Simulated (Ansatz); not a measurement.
The reference is Li2S in the anti-fluorite structure (space group Fm-3m, No. 225; a = 5.655 Å).

Perturbation: a hydrostatic pressure of 0.3 GPa.

The values are results of Kohn–Sham DFT with the PBEsol functional, run in Ansatz (a program for electronic structure) with PAW and 420 eV plane waves, no SOC, not measurements.

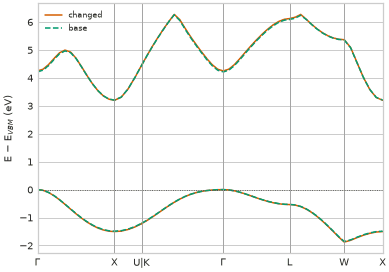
Figure: Highest valence and lowest conduction band along the path, each from its own valence-band maximum

Q: From the figure, how large is the changed gap, and is it direct?

A: About 3.2 eV, indirect, Γ → X.

Load acts through the strain it causes; cell and atoms are relaxed under it. Stability against distortions was not tested.
